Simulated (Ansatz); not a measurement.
# F$_{3}$HOTi (Ti(OH)F3): what the fields show

The calculation's input:

```
crystal:
  periodic: [false, false, false]
  atoms:
    - {symbol: Ti, position_ang: [-0.064833, -0.120655, -0.411610]}
    - {symbol: O, position_ang: [-0.038828, -0.046724, 1.359618]}
    - {symbol: H, position_ang: [0.301860, 0.564039, 2.035957]}
    - {symbol: F, position_ang: [1.576376, -0.110981, -1.027325]}
    - {symbol: F, position_ang: [-0.877989, 1.294986, -1.049922]}
    - {symbol: F, position_ang: [-0.896587, -1.580665, -0.906718]}
basis:
  gaussian: {orbitals: def2-TZVP, initial_orbitals: start.molden}
hamiltonian: {xc: pbe0, dispersion: d4}
scf: {omitted_lower_state_checks: [starts]}
output: {forces: true, orbitals: {seedname: orbitals}}
```

Command:

```sh
ansatz run in.yaml --threads 4 --pin off --events-out ev --progress --plain --max-ram 3916MiB
```

Geometry: PBE-D4/def2-SVP; not at a stationary point (largest force 0.7 eV/Å).

The calculation used RKS PBE0-D4/def2-TZVP in Ansatz.

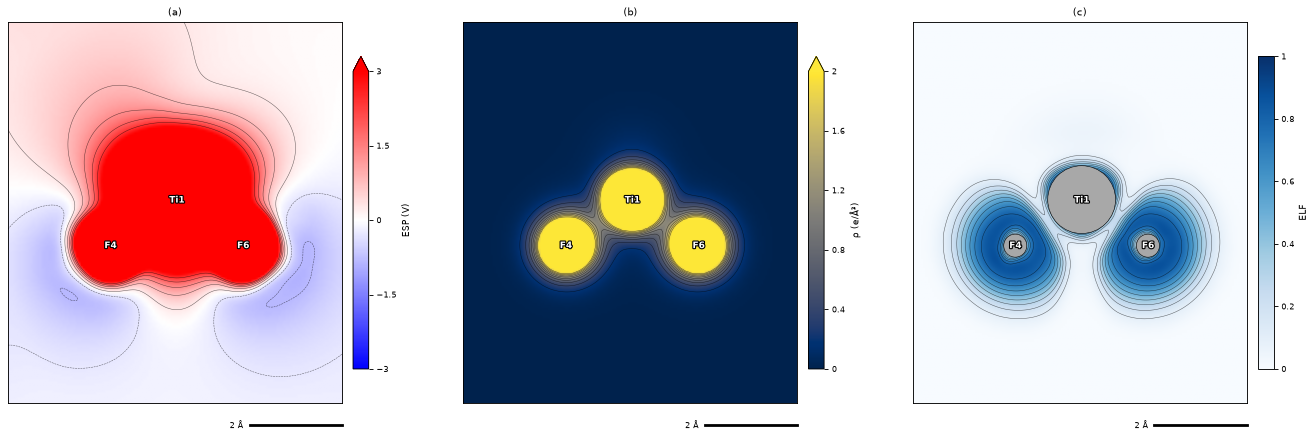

Figure 1. (a) molecular electrostatic potential; (b) total electron density; (c) electron localisation function on the plane of atoms F4, Ti1 and F6. Grey discs cover the atomic cores in the ELF map.

### Describe what can be read from this map.

- The section cuts through Ti and F sites.
- Ti–F (1.75 Å): ρ is about 1.1 e/Å³ halfway; the ELF peaks at about 0.80 in the valence shell of F, 0.5 Å from its nucleus, and drops to about 0.25 between the two atoms.
- Outside the dense part of the molecule the potential is most negative (−0.9 V) near F6.

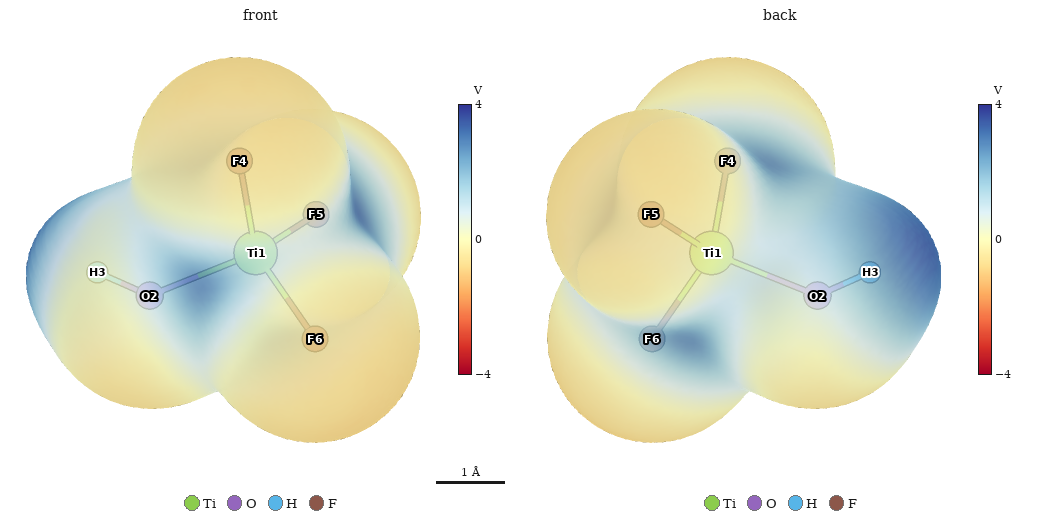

Figure 2. The electrostatic potential painted on the density surface at 0.002 e/bohr³, seen from the front and from behind; red is negative and blue positive.

### Describe the electrostatic potential map.

The most negative region (about −0.9 V) lies over F4 and F6, the most positive (about +3.4 V) over H3.

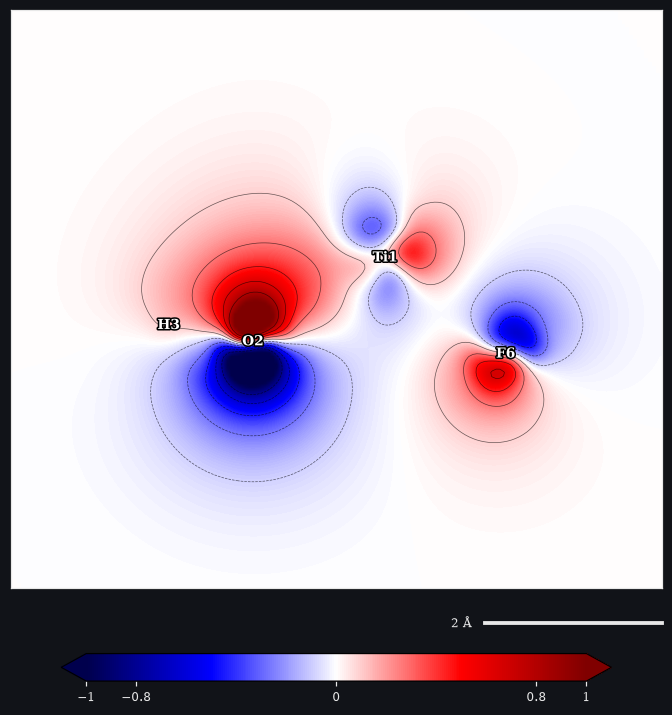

Figure 3. The HOMO−1 on the plane of atoms Ti1, O2 and H3 (values in Å⁻³ᐟ²; the overall sign is arbitrary).

### Describe this orbital and give its energy.

By Hirshfeld shares it lies mainly on O2 (about 75 %), Ti1 (about 10 %) and F6 (about 10 %); largely a lone pair of O2. Its energy is −10.81 eV.
